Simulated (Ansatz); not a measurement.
Consider Si4Ge.

Input file:

```
crystal:
  lattice:
    - [-4.3638782353, 4.3638782353, 2.7601142906]
    - [4.3638782353, -4.3638782353, 2.7601142906]
    - [4.3638782353, 4.3638782353, -2.7601142906]
  atoms:
    - { symbol: Si, position: [0.3930972474, 0.1965664301, 0.6002657873] }
    - { symbol: Si, position: [0.5428314601, 0.6430972474, 0.6965308173] }
    - { symbol: Si, position: [0.3569027526, 0.0534335699, 0.8997342127] }
    - { symbol: Si, position: [0.9465664301, 0.8463006428, 0.3034691827] }
    - { symbol: Si, position: [0.2071685399, 0.6069027526, 0.8034691827] }
    - { symbol: Si, position: [0.1536993572, 0.4571685399, 0.1002657873] }
    - { symbol: Si, position: [0.8034335699, 0.4036993572, 0.1965308173] }
    - { symbol: Si, position: [0.5963006428, 0.7928314601, 0.3997342127] }
    - { symbol: Ge, position: [0.0, 0.0, 0.0] }
    - { symbol: Ge, position: [0.75, 0.25, 0.5] }
basis:
  ecutwfc: 420
kpoints:
  mp_grid: { grid: [6, 6, 6] }
  band_path:
    path:
      - [[0.0, 0.0, 0.0], [-0.5, 0.5, 0.0], [-0.5, 0.5, 0.5], [0.0, 0.0, 0.0], [-0.35001126, -0.35001126, 0.35001126]]
      - [[-0.64998874, 0.35001126, 0.64998874], [-0.5, 0.5, 0.5]]
      - [[-0.5, 0.5, 0.0], [-0.75, 0.25, 0.25], [-0.5, 0.0, 0.5], [0.0, 0.0, 0.0]]
    npoints: 14
hamiltonian:
  xc: pbesol
scf:
  occupations: { method: gaussian, width: 0.02 }
  n_extra_bands: 25
output:
  forces: true
  stress: true
  eigenvalues: true
  populations: true
  dos: { projected: true, de: 0.02, nscf_kmesh: { grid: [9, 9, 9] } }
  bader: true
  write_density: true
  write_potential: true
  elf: true
  volumetric_format: npy
```

Command:

```sh
ansatz run input.yaml --threads 1 --pin off --max-ram 2560MiB --backend cpu --events-out ev --progress --plain --runs-dir out
```

Below, planes, directions and counts refer to the conventional cell (a = 8.73 Å, b = 8.73 Å, c = 5.52 Å, α = 90.00°, β = 90.00°, γ = 90.00°).

Space group I4₁/a; a generated structure, not necessarily the stable one; computed pressure about −2 GPa in this cell.

The calculation used Ansatz 0.2.0, DFT PBEsol, scalar-relativistic, plane waves, PAW.

What can the converged valence pseudo-density and electron localisation function tell about the bonding?

Si–Si (2.37 Å): ρ at the midpoint is about 0.56 e/Å³; the ELF peaks at about 0.95 between the atoms (localised, covalent bonding).
Si–Ge (2.42 Å): ρ is about 0.51 e/Å³ halfway; the ELF peaks at about 0.90 between the atoms: localised, covalent bonding.
Bader's partition of the density gives Si +0.07 and Ge −0.28 e.

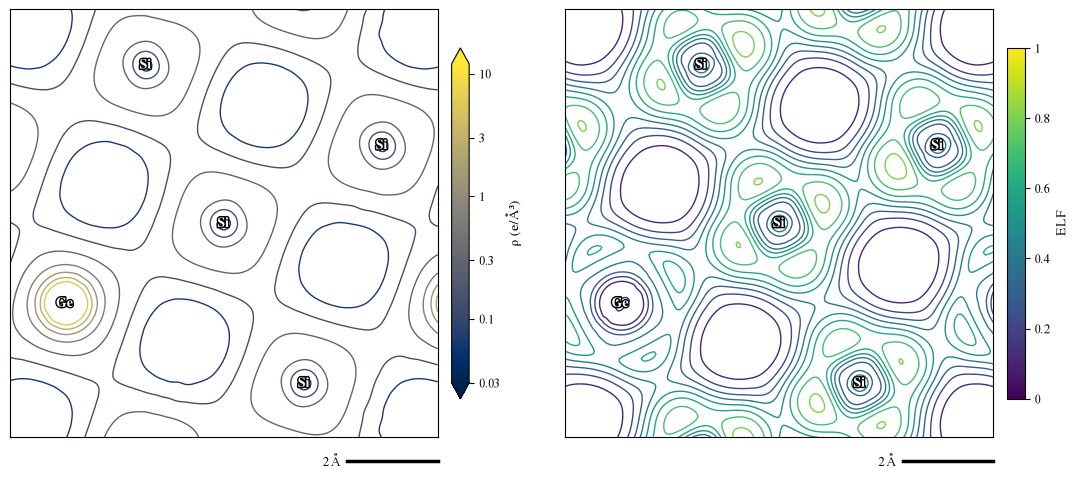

Computed valence pseudo-density and electron localisation function on the (001) plane of the conventional cell, in this order. 

Core electrons are frozen (PAW), and the valence fields are smoothed inside the atomic spheres.
